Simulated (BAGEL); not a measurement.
# UHF/6-31G(d) (density fitting with qzvpp-jkfit, spherical functions) run of C2H2F2N (SMILES C=N[C](F)F)

Aim: the vertical doublet–quartet gap of C2H2F2N at UHF/6-31G* (density fitting with qzvpp-jkfit, spherical functions), from 2 runs. 

The calculation is run with BAGEL 1.2.2.

**1. The system as given**

The species is C2H2F2N (7 atoms), meant as a doublet with charge 0. SMILES: `C=N[C](F)F`. The coordinates come from a GFN2-xTB relaxation. This is one conformer, not always the lowest.

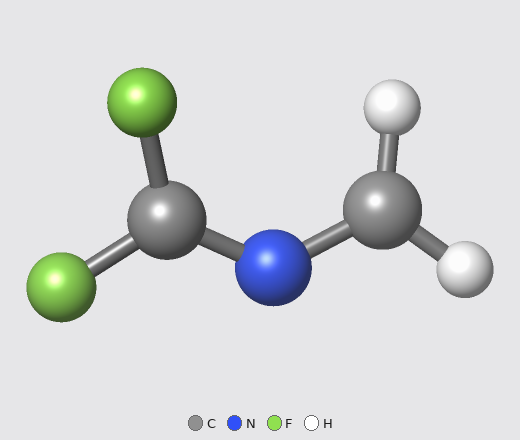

The structure, seen from a chosen angle (carbon grey, nitrogen blue, fluorine green, hydrogen white).

**2. A single-point energy at UHF/6-31G(d) (density fitting with qzvpp-jkfit, spherical functions)**

Contents of job.json:

```json
{ "bagel" : [

{
  "title" : "molecule",
  "basis" : "6-31gs.json",
  "df_basis" : "qzvpp-jkfit",
  "angstrom" : true,
  "geometry" : [
    { "atom" : "C", "xyz" : [       0.197830,       0.742970,       0.949940 ] },
    { "atom" : "N", "xyz" : [      -0.528610,      -0.135140,       0.305710 ] },
    { "atom" : "C", "xyz" : [      -0.277460,      -0.710900,      -0.792830 ] },
    { "atom" : "F", "xyz" : [      -1.029680,      -1.684470,      -1.260700 ] },
    { "atom" : "F", "xyz" : [       0.680660,      -0.414240,      -1.684400 ] },
    { "atom" : "H", "xyz" : [      -0.273310,       1.245090,       1.773950 ] },
    { "atom" : "H", "xyz" : [       1.230560,       0.956700,       0.708330 ] }
  ]
},

{ "title" : "uhf", "nopen" : 1 },

{ "title" : "print", "file" : "orbitals.molden", "orbitals" : true }

]}
```

The basis set 6-31G* is read from a file made from the Basis Set Exchange's data (not shown).

On the command line:

```console
$ BAGEL_NUM_THREADS=1 BAGEL job.json > job.out
```

Output:

```text
* using 1 threads per process

  ===============================================================
  ===============================================================

  *** Geometry ***

  { "atom" : "C", "xyz" : [      0.373845,      1.404010,      1.795126 ] },
  { "atom" : "N", "xyz" : [     -0.998928,     -0.255378,      0.577708 ] },
  { "atom" : "C", "xyz" : [     -0.524323,     -1.343406,     -1.498232 ] },
  { "atom" : "F", "xyz" : [     -1.945813,     -3.183187,     -2.382378 ] },
  { "atom" : "F", "xyz" : [      1.286261,     -0.782800,     -3.183055 ] },
  { "atom" : "H", "xyz" : [     -0.516481,      2.352879,      3.352280 ] },
  { "atom" : "H", "xyz" : [      2.325421,      1.807901,      1.338550 ] },

  Number of auxiliary basis functions:      417

  Since a DF basis is specified, we compute 2- and 3-index integrals:
    o Being stored without compression. Storage requirement is 0.018 GB

  Number of basis functions:       74
  Number of electrons      :       39

    * METHOD: MOLECULE                             0.17

  *** Open-shell HF ***

  === Nuclear Repulsion ===
   169.5238195079

      * DIIS with orbital gradients will be used.

  === UHF iteration (6-31gs.json) ===
      0       -329.91437594          0.04968750           0.08
      1       -330.06589939          0.03357451           0.08
      2       -330.11902765          0.02105334           0.08
      3       -330.15341854          0.00143385           0.08
      4       -330.15620544          0.00066903           0.08
      5       -330.15736463          0.00051584           0.08
      6       -330.15840322          0.00033038           0.08
      7       -330.15900783          0.00023219           0.08
      8       -330.15931876          0.00008726           0.08
      9       -330.15933006          0.00002533           0.08
     10       -330.15933044          0.00001301           0.08
     11       -330.15933253          0.00000660           0.08
     12       -330.15933270          0.00000221           0.08
     13       -330.15933276          0.00000090           0.08
     14       -330.15933276          0.00000031           0.08
     15       -330.15933276          0.00000015           0.08
     16       -330.15933276          0.00000008           0.08
     17       -330.15933276          0.00000004           0.08
     18       -330.15933276          0.00000002           0.08
     19       -330.15933276          0.00000001           0.08
    * SCF iteration converged.

    * S^2 (UHF) is 0.9039

    * Permanent dipole moment:
           (   -0.434709,    -0.462826,    -0.321950) a.u.

    * METHOD: UHF                                  1.66

    * METHOD: PRINT                                0.01

  ===============================================================
```

It took 2 s on 1 thread of Arm Neoverse V1, shared host.

**3. The quartet, same level**

Contents of hf.json:

```json
{ "bagel": [

{
  "title": "molecule",
  "basis": "6-31gs.json",
  "df_basis": "qzvpp-jkfit",
  "angstrom": true,
  "geometry": [
    { "atom": "C", "xyz": [       0.197830,       0.742970,       0.949940 ] },
    { "atom": "N", "xyz": [      -0.528610,      -0.135140,       0.305710 ] },
    { "atom": "C", "xyz": [      -0.277460,      -0.710900,      -0.792830 ] },
    { "atom": "F", "xyz": [      -1.029680,      -1.684470,      -1.260700 ] },
    { "atom": "F", "xyz": [       0.680660,      -0.414240,      -1.684400 ] },
    { "atom": "H", "xyz": [      -0.273310,       1.245090,       1.773950 ] },
    { "atom": "H", "xyz": [       1.230560,       0.956700,       0.708330 ] }
  ]
},

{
  "title": "uhf",
  "nopen": 3
},

{
  "title": "print",
  "file": "orbitals.molden",
  "orbitals": true
}

]}
```

The basis set 6-31G* is read from a file made from the Basis Set Exchange's data (not shown).

On the command line:

```console
$ BAGEL_NUM_THREADS=1 BAGEL hf.json > hf.out
```

Output:

```text
* using 1 threads per process

  ===============================================================
  ===============================================================

  *** Geometry ***

  { "atom" : "C", "xyz" : [      0.373845,      1.404010,      1.795126 ] },
  { "atom" : "N", "xyz" : [     -0.998928,     -0.255378,      0.577708 ] },
  { "atom" : "C", "xyz" : [     -0.524323,     -1.343406,     -1.498232 ] },
  { "atom" : "F", "xyz" : [     -1.945813,     -3.183187,     -2.382378 ] },
  { "atom" : "F", "xyz" : [      1.286261,     -0.782800,     -3.183055 ] },
  { "atom" : "H", "xyz" : [     -0.516481,      2.352879,      3.352280 ] },
  { "atom" : "H", "xyz" : [      2.325421,      1.807901,      1.338550 ] },

  Number of auxiliary basis functions:      417

  Since a DF basis is specified, we compute 2- and 3-index integrals:
    o Being stored without compression. Storage requirement is 0.018 GB

  Number of basis functions:       74
  Number of electrons      :       39

    * METHOD: MOLECULE                             0.17

  *** Open-shell HF ***

  === Nuclear Repulsion ===
   169.5238195079

      * DIIS with orbital gradients will be used.

  === UHF iteration (6-31gs.json) ===
      0       -329.70224633          0.04129033           0.08
      1       -329.88222752          0.02441528           0.08
      2       -329.93533224          0.01328934           0.08
      3       -329.95543052          0.00313293           0.08
      4       -329.96133661          0.00122444           0.08
      5       -329.96238805          0.00055739           0.08
      6       -329.96262336          0.00025647           0.08
      7       -329.96270769          0.00014993           0.08
      8       -329.96274142          0.00006333           0.08
      9       -329.96274601          0.00002720           0.08
     10       -329.96274693          0.00001738           0.08
     11       -329.96274738          0.00001387           0.08
     12       -329.96274767          0.00001172           0.08
     13       -329.96274786          0.00001031           0.08
     14       -329.96274807          0.00000851           0.08
     15       -329.96274830          0.00000607           0.08
     16       -329.96274844          0.00000375           0.08
     17       -329.96274847          0.00000251           0.08
     18       -329.96274848          0.00000178           0.08
     19       -329.96274848          0.00000102           0.08
     20       -329.96274849          0.00000064           0.08
     21       -329.96274849          0.00000048           0.08
     22       -329.96274849          0.00000039           0.08
     23       -329.96274849          0.00000035           0.08
     24       -329.96274849          0.00000032           0.08
     25       -329.96274849          0.00000028           0.08
     26       -329.96274849          0.00000021           0.08
     27       -329.96274849          0.00000016           0.08
     28       -329.96274849          0.00000011           0.08
     29       -329.96274849          0.00000006           0.08
     30       -329.96274849          0.00000004           0.08
     31       -329.96274849          0.00000003           0.08
     32       -329.96274849          0.00000002           0.08
     33       -329.96274849          0.00000002           0.08
     34       -329.96274849          0.00000001           0.08
     35       -329.96274849          0.00000001           0.08
     36       -329.96274849          0.00000001           0.08
    * SCF iteration converged.

    * S^2 (UHF) is 3.7746

    * Permanent dipole moment:
           (   -0.012590,    -0.590078,    -0.703475) a.u.

    * METHOD: UHF                                  3.00

    * METHOD: PRINT                                0.01

  ===============================================================
```

Wall time 3.3 s (1 thread of Arm Neoverse V1, shared host).

**4. Summary of results**

At UHF/6-31G* (density fitting with qzvpp-jkfit, spherical functions):

| quantity | value |
| --- | --- |
| doublet: total energy | -330.15933 Eh |
| doublet: dipole moment | 1.81 D |
| doublet: ⟨S²⟩ | 0.904 |
| quartet: total energy | -329.96275 Eh |
| quartet: dipole moment | 2.33 D |
| quartet: ⟨S²⟩ | 3.775 |
| vertical energy of the quartet above the doublet | 5.349 eV |

What this shows: At this shape the quartet lies 5.35 eV (516 kJ/mol) above the doublet. ⟨S²⟩ (doublet) is 0.90 where a pure doublet has 0.75: the reference is spin-contaminated.
